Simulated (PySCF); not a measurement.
C6H5AlCl2 (SMILES [Cl][Al]([Cl])[c]1ccccc1)

The calculation's input:

```
{"job": {"kind": "nmr", "xc": "PBE0", "basis": {"default": "pcSseg-1", "Al": "pcSseg-2"}}, "charge": 0, "multiplicity": 1}
Al     1.381948     2.252241    -0.127627
Cl     3.346500     2.337315     0.597087
Cl     0.540668     3.969520    -0.983240
C      0.374396     0.618442    -0.020208
C      0.941962    -0.545265     0.528986
C      0.217959    -1.734048     0.589571
C     -1.087884    -1.776434     0.101053
C     -1.670032    -0.633250    -0.446481
C     -0.943696     0.554053    -0.506540
H      1.965934    -0.522955     0.914645
H      0.672389    -2.630965     1.017635
H     -1.656396    -2.708660     0.146466
H     -2.693253    -0.668300    -0.828579
H     -1.409916     1.444484    -0.939549
```

Command:

```sh
OMP_NUM_THREADS=1 python probes_run.py task.json out
```

Geometry: PBE0-D3(BJ)/def2-SVP.

Theory: PySCF, PBE0/pcSseg-1 Al:pcSseg-2, SCF density, gas phase, non-relativistic.

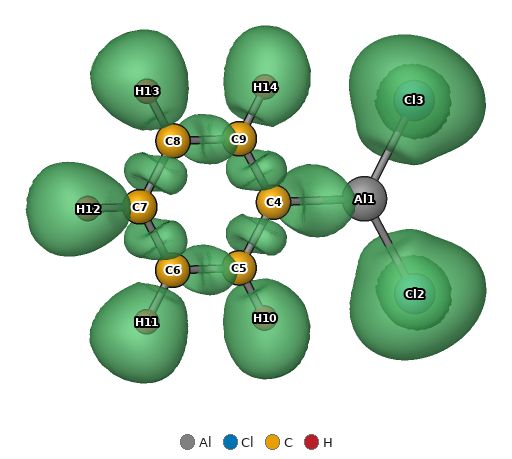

Figure 1. Isosurface of the ELF at 0.75 (green), seen at an oblique angle. Core shells and regions of very low density are left out.

Q: What do the ELF domains correspond to?

A: The surface consists of one region between bonded Al–C atoms (shared pairs), six regions between bonded C–C atoms (shared pairs), five regions around hydrogen nuclei and two regions on Cl in which the atom's valence shell and bonds are merged.


C–C (1.39 Å): the ELF peaks at about 0.95 between the atoms (localised, covalent bonding). C–Al (1.92 Å): the ELF peaks at about 0.95 between the atoms; a polar covalent bond.

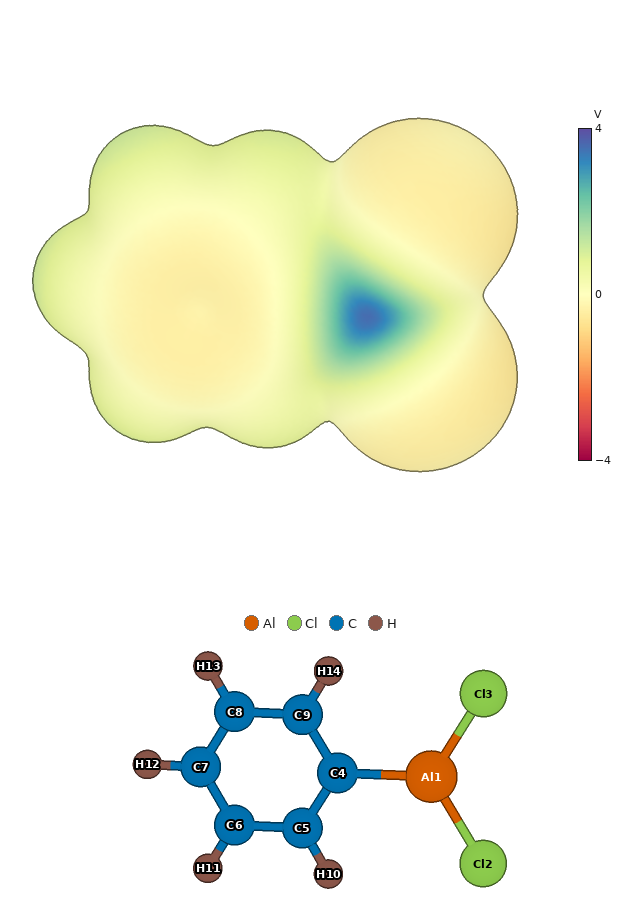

Figure 2. The electrostatic potential painted on the density surface at 0.002 e/bohr³, seen at a tilt; red is negative and blue positive. The bare structure is drawn below in the same view.

Q: Where is the surface potential most negative and most positive?

A: The most negative region (about −0.6 V) lies over Cl2 and Cl3, the most positive (about +3.3 V) over Al1.

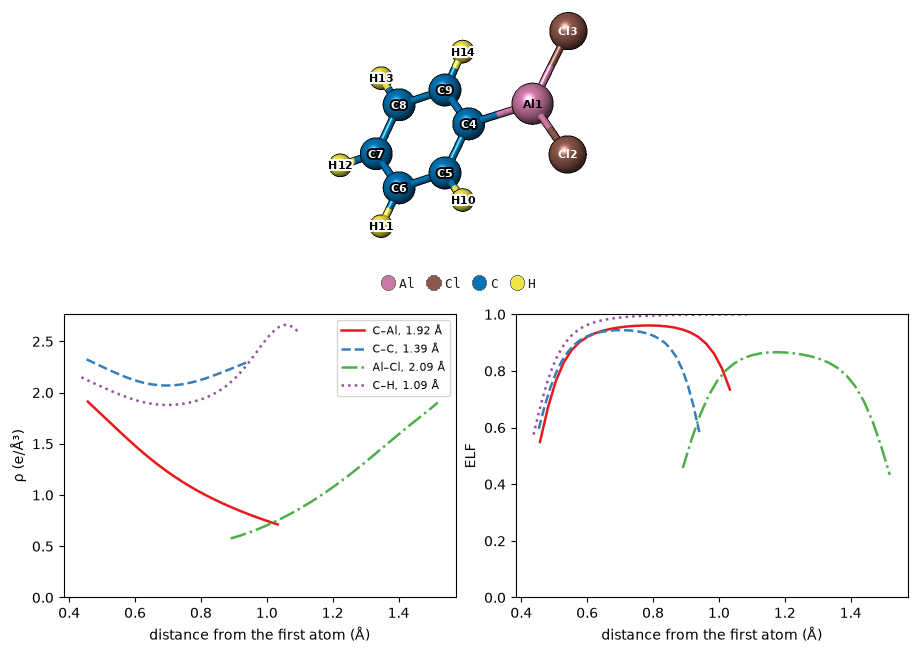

Figure 3. Total electron density and ELF along straight lines between neighbouring atoms. The curves leave out the atomic cores. The structure is drawn too.

Q: Compare the contacts.

A: C–Al (1.92 Å): ρ is about 0.79 e/Å³ halfway; the ELF peaks at about 0.95 between the atoms, as expected for a shared but strongly polarised pair.
C–C (1.39 Å): ρ at the midpoint is about 2.1 e/Å³; the ELF peaks at about 0.95 between the atoms: a covalent bond.
Al–Cl (2.09 Å): ρ at the midpoint is about 0.78 e/Å³; the ELF peaks at about 0.85 in the valence shell of Cl, 0.9 Å from its nucleus, and is about 0.85 at the midpoint.
C–H (1.09 Å): ρ at the midpoint is about 2 e/Å³; the ELF climbs to about 1 towards the hydrogen, as it does in any bond to H (a covalent bond by its length).
